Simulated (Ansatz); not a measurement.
# A computed series for Ag: response to strain

Start from Ag in the fcc (Cu type) structure (space group Fm-3m, No. 225; a = 4.054 Å; relaxed with 0.1 eV smearing). Axes: x, y, z lie along the cube axes.

Strains are applied to the cell and any free atomic positions relax; under biaxial strain the out-of-plane vector relaxes too.

Method: Kohn–Sham DFT with the PBEsol functional, run in Ansatz (a first-principles code) with PAW and 420 eV plane waves, scalar-relativistic without spin-orbit coupling.

Notes on the quantities. pressure: mean of the normal stresses, compression positive.

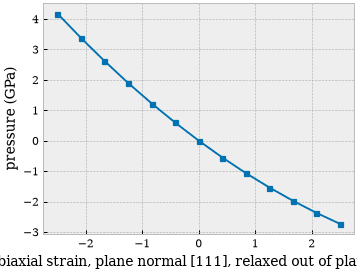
*Pressure against biaxial strain, plane normal [111], relaxed out of plane*

From the plot, what is the pressure for biaxial strain +0.42 %, plane normal [111], relaxed out of plane?

About -0.6 GPa.

Is the trend monotonic over the range shown?

Yes, it falls throughout, spanning -2.7 GPa to 4.2 GPa.

Whether these cells are dynamically stable was not tested.
